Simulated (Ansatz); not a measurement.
**CH₅ClOSn (SMILES [CH3][SnH]([OH])[Cl]): density, localisation and related maps**

Input file:

```
crystal:
  periodic: [false, false, false]
  atoms:
    - {symbol: C, position_ang: [0.238711, 1.231585, -0.775247]}
    - {symbol: Sn, position_ang: [-0.039557, -0.718955, -0.010965]}
    - {symbol: O, position_ang: [0.421637, -0.593697, 1.886896]}
    - {symbol: Cl, position_ang: [-2.314799, -1.256156, -0.098113]}
    - {symbol: H, position_ang: [-0.076960, 1.271920, -1.816894]}
    - {symbol: H, position_ang: [-0.364123, 1.917869, -0.181976]}
    - {symbol: H, position_ang: [1.290150, 1.507637, -0.697398]}
    - {symbol: H, position_ang: [0.766037, -2.042784, -0.724217]}
    - {symbol: H, position_ang: [0.167203, -1.363519, 2.400913]}
basis:
  gaussian: {orbitals: def2-TZVPP}
hamiltonian: {xc: pbe0, dispersion: d4}
output: {orbitals: {seedname: orbitals}}
```

Launched as:

```sh
ansatz run in.yaml --threads 4 --pin off --events-out ev --progress --plain --max-ram 10444MiB
```

Geometry: PBE0-D4/def2-TZVP; core potentials replace the inner electrons of Sn.

These are results of RKS PBE0-D4/def2-TZVPP in Ansatz, not measurements.

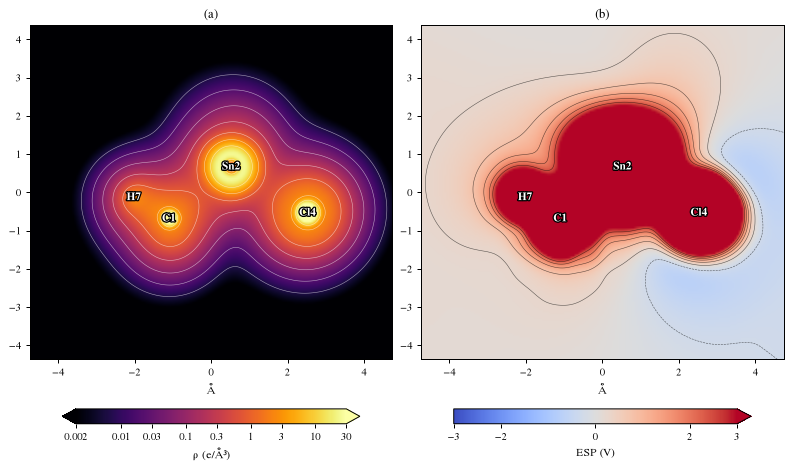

Figure 1. (a) electron density; (b) electrostatic potential on the plane of atoms Sn2, C1 and H7.

> What do the fields say about this system?

- Atoms in the plane: C, Sn, Cl and H.
- C–Sn (2.11 Å): the density is about 0.76 e/Å³ at the midpoint.
- Sn–Cl (2.34 Å): the density is about 0.6 e/Å³ at the midpoint.
- C–H (1.09 Å): ρ is about 2 e/Å³ halfway.
- Outside the dense part of the molecule the potential is most negative (−0.7 V) near Cl4.

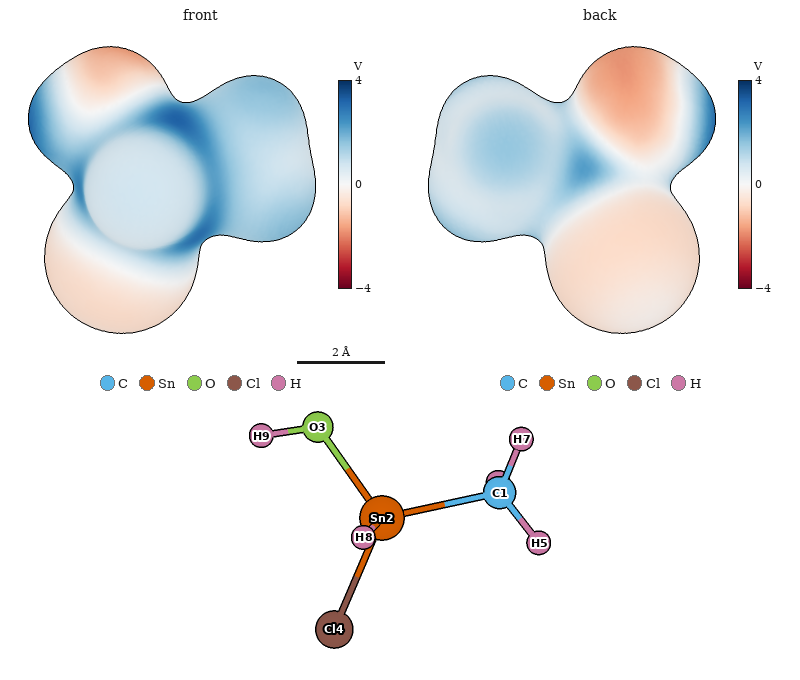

Figure 2. The electrostatic potential painted on the density surface at 0.004 e/bohr³, seen from the front and from behind; the colour scale runs from red (negative) to blue (positive). The bare structure is drawn below in the same view.

> Where is the surface potential most negative and most positive?

The most negative region (about −1.7 V) lies over O3, the most positive (about +3.1 V) over Sn2 and H9. O3 is the likeliest acceptor of a hydrogen bond.

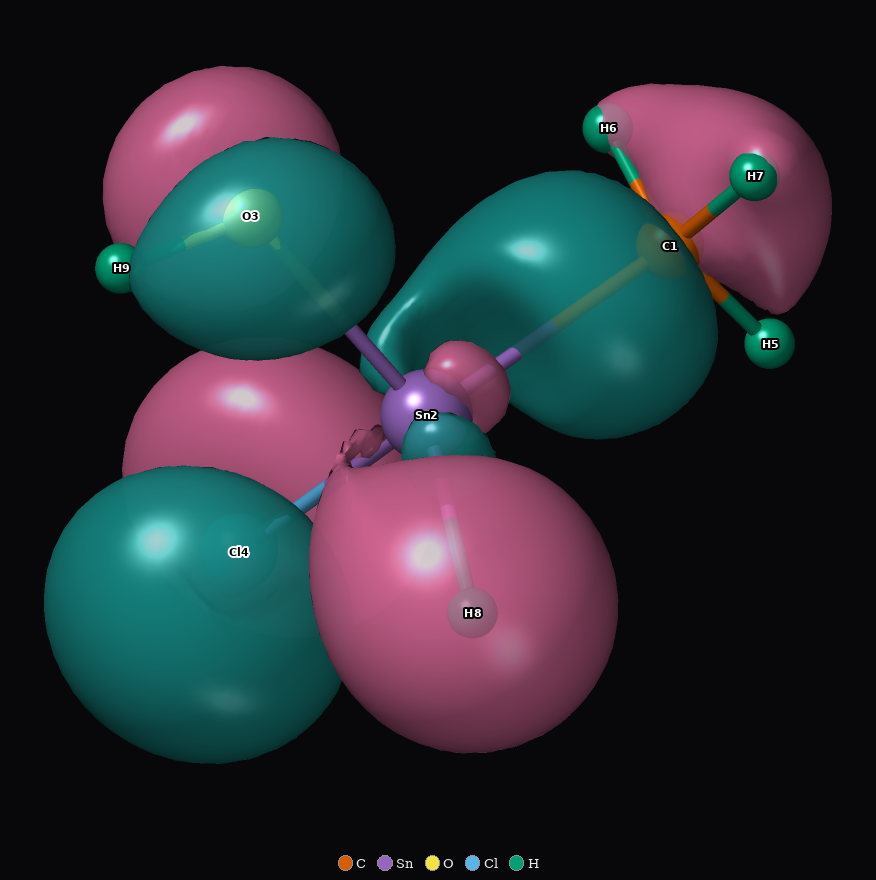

Figure 3. The HOMO at ±0.1 Å⁻³ᐟ² (teal and pink are the two phases), seen at a tilt.

> Describe this orbital and give its energy.

By Hirshfeld shares it lies mainly on Cl4 (about 40 %), O3 (about 20 %), Sn2 (about 15 %), H8 (about 10 %) and C1 (about 10 %). Its energy is −8.43 eV.
